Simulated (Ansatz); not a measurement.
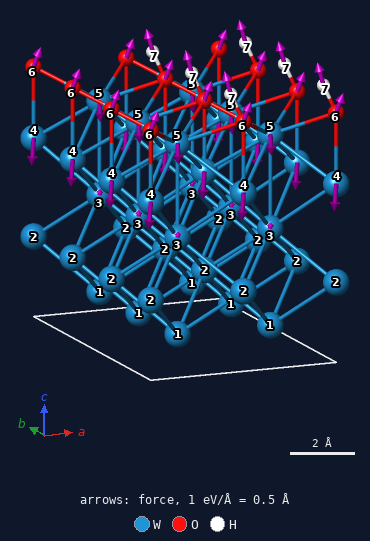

Starting geometry of a slab of composition HW5O (cut from the Im-3m phase) with the computed forces as purple arrows. The picture is a ball-and-stick view of the 2 × 3 repeat of the cell, outlined in the plane, without the vacuum, seen slightly off an axis.

Case: OH put over a W atom of a lower plane. The slab is the (1 0 0) face of W with OH on it. 2 atoms are held fixed.

Level of theory: DFT PBEsol, scalar-relativistic, plane waves, PAW in Ansatz 0.2.0. (plane-wave cutoff 420 eV; k-point mesh 9 × 9 × 1; occupations gaussian; smearing width 0.1 eV; no spin polarisation; dipole correction; atoms relaxed in a fixed cell; force threshold 0.03 eV/Å; at most 70 steps)

Q: What follows when this structure is relaxed?

A: It isn't relaxed: the largest force vector, on W4, is 1.79 eV/Å. The final displacements have little in common with the starting forces (cosine between the two patterns 0.14). Over 18 accepted moves (19 points after the start) the energy falls by 2.737 eV per cell of the calculation. Largest force component: 1.8 eV/Å at the start, 0.024 eV/Å at the end. 1 step only repeated the SCF at the same geometry. The largest move is that of H7, 2.13 Å within the plane. Largest moves by element: H 2.13 Å, O 1.73 Å, W 0.10 Å. The lattice vectors keep their values. Near-neighbour distances that change, for instance: W5–O6 2.405 → 3.828 Å, W4–O6 2.297 → 3.395 Å, W5–O6 (another image) 2.405 → 2.162 Å, W3–W5 3.021 → 3.110 Å. Bonds break, among them: W4–O6 (2.30 → 3.39 Å), W5–O6 (2.41 → 3.83 Å). Bond angles that change, for instance: W5–O6–H7 88.9° → 107.8°, W5–O6–W5 82.0° → 93.7°, W5–O6–H7 102.0° → 107.8°. Cost: 6 min on 2 threads of Intel(R) Xeon(R) Platinum 8488C (Sapphire Rapids), with other jobs on the host, peak memory 0.88 GiB.

Limits of the set-up: the cell has an odd number of electrons but was run without spin polarisation; the periodic images lie only 3.2 Å apart, so the values are limited by the cell's size.
